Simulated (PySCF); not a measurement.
**PtF₄: singlet, from a see-saw start**

The task is one start of a wider search on PtF₄: the singlet, from a see-saw start. It is relaxed, tested by its Hessian and followed downhill if it is a saddle.

Computed with PySCF 2.14.0. Level: PBE0, basis Pt def2-SVP with ECP60, F def2-SVP, scalar-relativistic core potentials, no spin–orbit coupling, density fitting.

**1. Where the work starts**

5 atoms, charge 0, spin multiplicity 1.

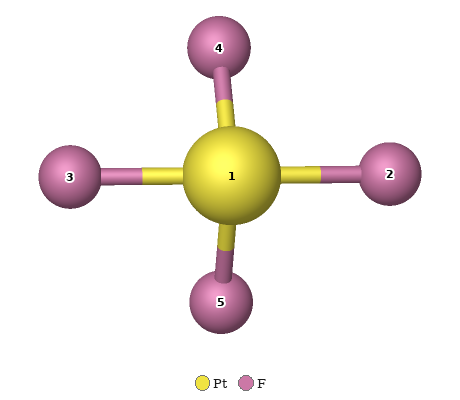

As it starts; platinum yellow, fluorine pink; atoms are numbered from 1 in the order of the file.

```xyz
5
charge 0 multiplicity 1
Pt    0.0000    0.0000   -0.1843
F     0.0000    1.8629   -0.0213
F     0.0000   -1.8629   -0.0213
F     1.4736    0.0000    0.9670
F    -1.4736    0.0000    0.9670
```

**2. Relaxation: see-saw start, singlet**

One driver script runs all steps and calls PySCF; scf.py shows how it sets up the SCF of each step. The optimiser is the driver's own. Before each start the driver seeks the lowest SCF state from one or more starting densities and follows internal instabilities, so scf.py alone need not reach the same state.

The program finds C2v symmetry in the start, which this walk keeps. The walk stops when the largest gradient is under 0.0003 Eh/bohr and the energy has settled too.

scf.py reads:

```python
from pyscf import gto, scf, dft
mol = gto.M(atom='''
Pt     0.000000     0.000000    -0.184306
F      0.000000     1.862900    -0.021306
F     -0.000000    -1.862900    -0.021306
F      1.473600    -0.000000     0.966994
F     -1.473600     0.000000     0.966994''',
    basis={'Pt': 'def2-SVP', 'F': 'def2-SVP'},
    ecp={'Pt': 'def2-SVP'},
    charge=0, spin=0)
mf = dft.RKS(mol, xc='PBE0')
mf.grids.atom_grid = (50, 194)
aux = {'Pt': 'def2-universal-JKFIT', 'F': 'def2-universal-JKFIT'}
mf = mf.density_fit(auxbasis=aux)
mf.kernel()
```

The optimiser's trace:

```tsv
step	energy (Eh)	change (kJ/mol)	largest symmetric gradient (Eh/bohr)
0	-517.852413	0.00	0.06226
1	-517.864816	-32.56	0.01618
2	-517.867219	-38.87	0.00776
3	-517.867669	-40.05	0.00304
4	-517.867904	-40.67	0.00338
5	-517.868001	-40.93	0.00402
6	-517.868153	-41.32	0.00091
7	-517.868155	-41.33	0.00013
```

The walk took 8.7 s on 4 threads, shared host.

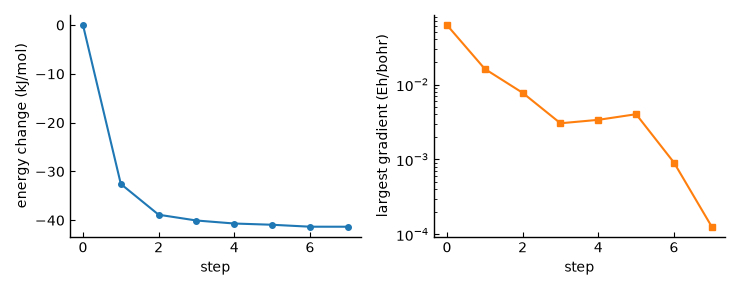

How energy and gradient fall.

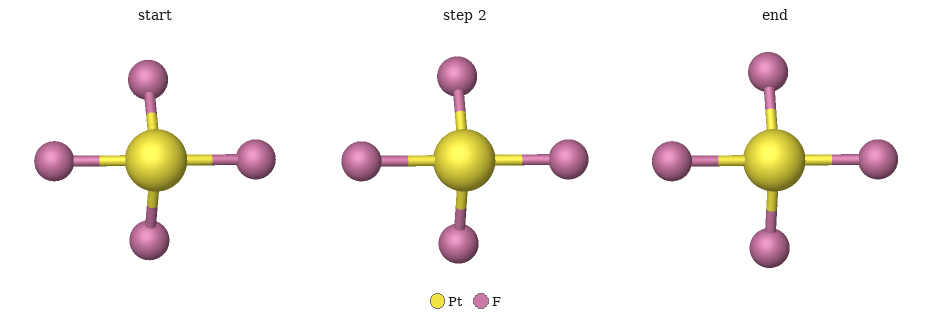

The geometry along the walk, at one scale.

After 7 steps and 41.3 kJ/mol it ends at C2v: Pt–F 1.824 Å (×2), Pt–F 1.910 Å (×2); F–Pt–F 91.6° (×4), F–Pt–F 124.7°, F–Pt–F 172.9°.

**3. Vibrations and properties at this point**

On the finer grid the gradient is checked again; gradients at displacements of ±0.01 bohr then give force constants and infrared intensities.

Changes to scf.py since step 2:

```diff
@@ -3,5 +3,5 @@
-Pt     0.000000     0.000000    -0.184306
-F      0.000000     1.862900    -0.021306
-F     -0.000000    -1.862900    -0.021306
-F      1.473600    -0.000000     0.966994
-F     -1.473600     0.000000     0.966994''',
+Pt    -0.000000     0.000000    -0.103126
+F      0.000000     1.905793    -0.225508
+F     -0.000000    -1.905793    -0.225508
+F      1.613770    -0.000000     0.750417
+F     -1.613770     0.000000     0.750417''',
@@ -12 +12 @@
-mf.grids.atom_grid = (50, 194)
+mf.grids.atom_grid = (75, 302)
```

The driver hands on the density of the step before, so the log starts near convergence.

SCF at the final geometry:

```text
init E= -517.868097634381
  HOMO = -0.352518390276107  LUMO = -0.264363413693481  gap/eV = 2.39882
cycle= 1 E= -517.868097634335  delta_E= 4.64e-11  |g|= 1.7e-05  |ddm|= 1.79e-05
  HOMO = -0.352518254638581  LUMO = -0.264365949622434  gap/eV = 2.39875
cycle= 2 E= -517.868097634076  delta_E= 2.59e-10  |g|= 4.01e-05  |ddm|= 4.24e-05
  HOMO = -0.35251795952975  LUMO = -0.264364155195203  gap/eV = 2.39879
cycle= 3 E= -517.868097634386  delta_E= -3.1e-10  |g|= 3.36e-06  |ddm|= 3.06e-05
  HOMO = -0.352518192670524  LUMO = -0.264364122960774  gap/eV = 2.39879
cycle= 4 E= -517.868097634387  delta_E= -1.14e-12  |g|= 3.33e-07  |ddm|= 2.42e-06
  HOMO = -0.352518186137311  LUMO = -0.264364173516849  gap/eV = 2.39879
Extra cycle  E= -517.868097634389  delta_E= -1.82e-12  |g|= 4.58e-07  |ddm|= 5.85e-07
converged SCF energy = -517.868097634389
```

The whole step took 24 s.

Geometry: C2v; Pt–F 1.826 Å (×2), Pt–F 1.910 Å (×2); F–Pt–F 91.7° (×4), F–Pt–F 124.3°, F–Pt–F 172.7°.

Harmonic modes (main isotopes):

| symmetry | ω (cm⁻¹) | IR (km/mol) | type |
| --- | --- | --- | --- |
| b2 | 144i | 25.9 | bend |
| a2 | 130i | 0.0 | bend |
| a1 | 118 | 5.9 | bend |
| b1 | 213 | 11.8 | bend |
| a1 | 220 | 15.3 | bend |
| a1 | 643 | 1.0 | stretch |
| b2 | 668 | 149 | stretch |
| a1 | 701 | 11.4 | stretch |
| b1 | 737 | 32.5 | stretch |

2 modes are imaginary, the largest at 144i cm⁻¹: a saddle point, not a minimum.

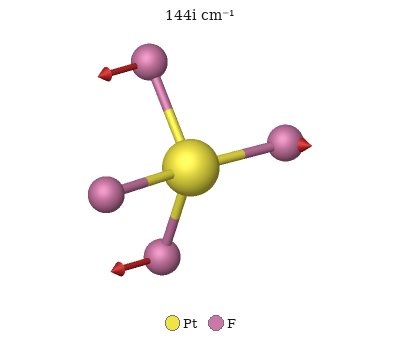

The imaginary mode, as arrows.

Constants and moments:

```yaml
Dipole_moment: 1.42 D
Highest_occupied_level: -9.59 eV
Lowest_empty_level: -7.19 eV
Rotational_constants: 0.1356, 0.1032, 0.07114 cm⁻¹
Zero-point_energy_real_modes: 19.7 kJ/mol
Principal_polarisabilities: 23.8, 35.5, 43.3 bohr³
Atomisation_energy_without_zero-point_energy: 1108 kJ/mol
Principal_traceless_quadrupole_moments_about_the_centre_of_mass: -11.19, 3.95, 7.24 D Å
```

Populations by atom (charges in e):

| atom | Mulliken | Löwdin | polar tensor | Mayer order to Pt1 |
| --- | --- | --- | --- | --- |
| Pt1 | 1.19 | 0.55 | 1.94 | – |
| F2,3 | -0.38 | -0.23 | -0.55 | 0.86 |
| F4,5 | -0.21 | -0.05 | -0.42 | 1.07 |

Mulliken populations on Pt1 (outside its core potential): s 2.52, p 6.38, d 7.83, f 0.07.

**4. Following the imaginary mode**

The start is the last point, displaced along its most imaginary mode.

The program finds Cs symmetry in the start, which this walk keeps. Threshold on the gradient: 0.0003 Eh/bohr, with a further test on the energy change.

Changes to scf.py since step 3:

```diff
@@ -3,5 +3,5 @@
-Pt    -0.000000     0.000000    -0.103126
-F      0.000000     1.905793    -0.225508
-F     -0.000000    -1.905793    -0.225508
-F      1.613770    -0.000000     0.750417
-F     -1.613770     0.000000     0.750417''',
+Pt     0.000000     0.042990    -0.102532
+F      0.000000     1.935207    -0.338769
+F     -0.000000    -1.876378    -0.111058
+F      1.613770    -0.250000     0.751012
+F     -1.613770    -0.250000     0.751012''',
@@ -12 +12 @@
-mf.grids.atom_grid = (75, 302)
+mf.grids.atom_grid = (50, 194)
```

The optimiser's trace:

```tsv
step	energy (Eh)	change (kJ/mol)	largest symmetric gradient (Eh/bohr)
0	-517.868233	0.00	0.01463
1	-517.869488	-3.30	0.00540
2	-517.870071	-4.82	0.00208
3	-517.871548	-8.70	0.00892
4	-517.872047	-10.01	0.02911
5	-517.874959	-17.66	0.01978
6	-517.879837	-30.47	0.02132
7	-517.883596	-40.34	0.02518
8	-517.886811	-48.78	0.00401
9	-517.886881	-48.96	0.00224
10	-517.886895	-49.00	0.00044
11	-517.886897	-49.00	0.00037
12	-517.886897	-49.00	0.00021
```

The walk took 15 s.

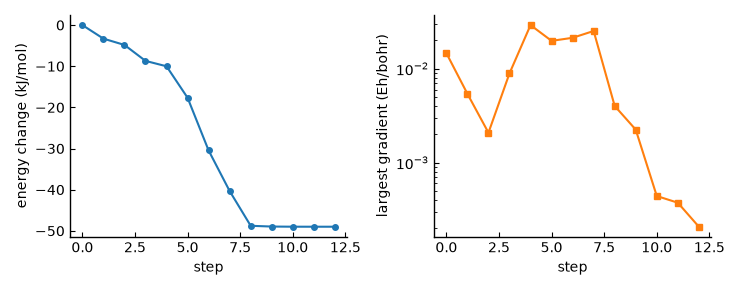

How energy and gradient fall.

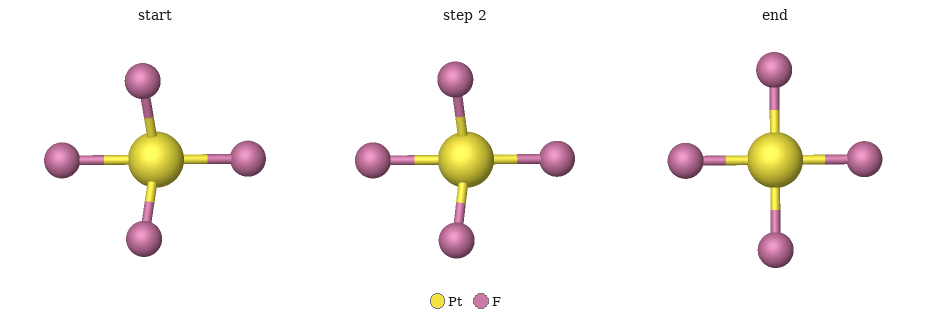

Start and end of the relaxation, with a step between.

After 12 steps and 49.0 kJ/mol it ends at D4h: Pt–F 1.840 Å (×4); F–Pt–F 90.0° (×4), F–Pt–F 180.0° (×2).

**5. Is it a minimum? Harmonic modes**

As before: finer grid, then central differences.

Changes to scf.py since step 4:

```diff
@@ -3,5 +3,5 @@
-Pt     0.000000     0.042990    -0.102532
-F      0.000000     1.935207    -0.338769
-F     -0.000000    -1.876378    -0.111058
-F      1.613770    -0.250000     0.751012
-F     -1.613770    -0.250000     0.751012''',
+Pt    -0.000000     0.000000     0.000000
+F      0.000000     1.835505    -0.135024
+F     -0.000000    -1.835505     0.135024
+F      1.840464    -0.000000     0.000000
+F     -1.840464     0.000000    -0.000000''',
@@ -12 +12 @@
-mf.grids.atom_grid = (50, 194)
+mf.grids.atom_grid = (75, 302)
```

Log of the central SCF (cycles and frontier levels):

```text
init E= -517.886721490868
  HOMO = -0.372368306505979  LUMO = -0.29324258485283  gap/eV = 2.15312
cycle= 1 E= -517.886721488843  delta_E= 2.03e-09  |g|= 0.000109  |ddm|= 0.000104
  HOMO = -0.372369346173478  LUMO = -0.293242325201586  gap/eV = 2.15316
cycle= 2 E= -517.88672147073  delta_E= 1.81e-08  |g|= 0.000326  |ddm|= 0.000309
  HOMO = -0.372368388665494  LUMO = -0.293242246807623  gap/eV = 2.15313
cycle= 3 E= -517.886721491134  delta_E= -2.04e-08  |g|= 2.3e-06  |ddm|= 0.000232
  HOMO = -0.372368357707925  LUMO = -0.293242308192294  gap/eV = 2.15313
cycle= 4 E= -517.886721491131  delta_E= 2.5e-12  |g|= 9.91e-07  |ddm|= 3.77e-06
  HOMO = -0.37236856148956  LUMO = -0.293242425399797  gap/eV = 2.15313
Extra cycle  E= -517.886721491136  delta_E= -5.23e-12  |g|= 1.95e-06  |ddm|= 8.52e-06
converged SCF energy = -517.886721491136
```

The whole step took 13 s.

Geometry: D4h; Pt–F 1.840 Å (×4); F–Pt–F 90.0° (×4), F–Pt–F 180.0° (×2).

Modes, for the most abundant isotopes:

```tsv
symmetry	ω (cm⁻¹)	IR (km/mol)	type
eu	177	38.9	bend
b2u	235	0.0	bend
b2g	276	0.0	bend
a2u	306	7.5	bend
b1g	646	0.0	stretch
a1g	703	0.0	stretch
eu	727	254	stretch
```

All wavenumbers are real: a minimum.

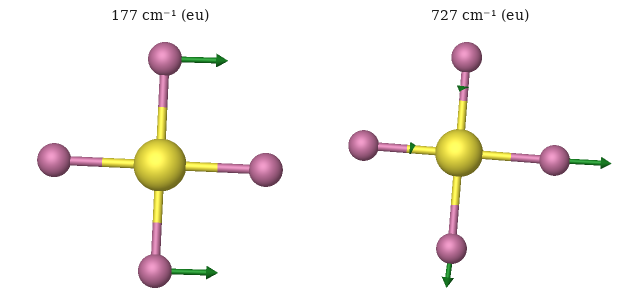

How the atoms move in 2 of the modes.

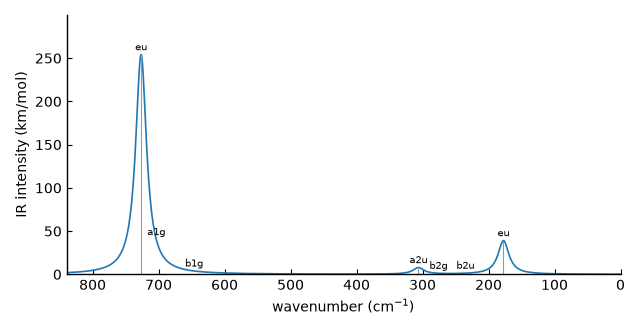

The harmonic infrared spectrum (widths in cm⁻¹). Lines are broadened to a width of 20 cm⁻¹ (Lorentzian).

Constants and moments:

```
Dipole moment                                                   : 0.00 D
Highest occupied level                                          : -10.13 eV
Lowest empty level                                              : -7.98 eV
Rotational constants                                            : 0.131, 0.131, 0.06549 cm⁻¹
Zero-point energy                                               : 23.8 kJ/mol
Principal polarisabilities                                      : 19.8, 43.2, 43.2 bohr³
Atomisation energy without zero-point energy                    : 1157 kJ/mol
Principal traceless quadrupole moments about the centre of mass : -2.64, -2.64, 5.27 D Å
Entropy at 298.15 K and 1 bar                                   : 318.3 J/(mol K)
Heat capacity Cp at 298.15 K                                    : 84.4 J/(mol K)
Enthalpy at 298.15 K above 0 K                                  : 17.84 kJ/mol
Rotational symmetry number                                      : 8
```

Populations by atom (charges in e):

```
    atom  Mulliken  Löwdin  polar tensor  Mayer order to Pt1
     Pt1      1.13    0.42          2.00                   –
F2,3,4,5     -0.28   -0.10         -0.50                0.94
```

Mulliken populations on Pt1 (outside its core potential): s 2.64, p 6.37, d 7.76, f 0.09.

**6. Stability of the closed shell**

At the lowest minimum the closed shell is tested against spin polarisation, on the (50, 194) grid. It is unstable: an open-shell solution lies lower. That solution was not followed to a minimum here.

**7. All stationary points**

| spin | group | bonds | imaginary modes (cm⁻¹) | ΔE (kJ/mol) | with zero-point energy |
| --- | --- | --- | --- | --- | --- |
| singlet | D4h | Pt–F 1.840 Å (×4) | none | 0.0 | 0.0 |
| singlet | C2v | Pt–F 1.826 Å (×2), Pt–F 1.910 Å (×2) | 144i, 130i | 48.9 | – |

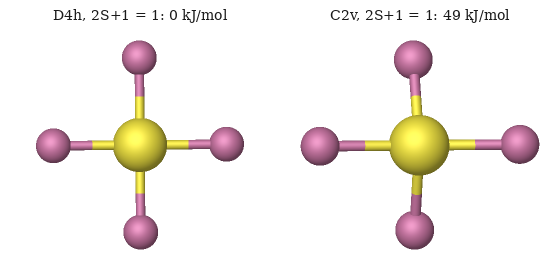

The points, lowest first (platinum yellow, fluorine pink).

**8. Outcome**

| quantity | value |
| --- | --- |
| minimum | singlet, D4h (closed shell, unstable towards spin polarisation) |
| geometry | Pt–F 1.840 Å (×4); F–Pt–F 90.0° (×4), F–Pt–F 180.0° (×2) |
| wavenumbers (cm⁻¹) | 177 (eu), 235 (b2u), 276 (b2g), 306 (a2u), 646 (b1g), 703 (a1g), 727 (eu) |
| dipole moment | 0.00 D |
| highest occupied, lowest empty level | -10.13, -7.98 eV |
| polar-tensor charge of Pt1 | +2.00 e |
| zero-point energy | 23.8 kJ/mol |

From C2v at the start the molecule goes to a D4h minimum, after a stop at a second-order saddle point 48.9 kJ/mol higher, from which it was pushed off along an imaginary mode. In the infrared the band at 727 cm⁻¹ (eu, stretch) leads. Pt1 has a polar-tensor charge of +2.0 e (a dipole derivative, not a static charge), yet symmetry cancels the bond dipoles. Only this shape and spin were tried, so other structures or states may lie lower. The closed shell proved unstable towards spin polarisation, so a lower open-shell solution exists. Spin–orbit coupling, left out here, can matter for elements this heavy.

The search up to here took 65 s on 4 threads, shared host.
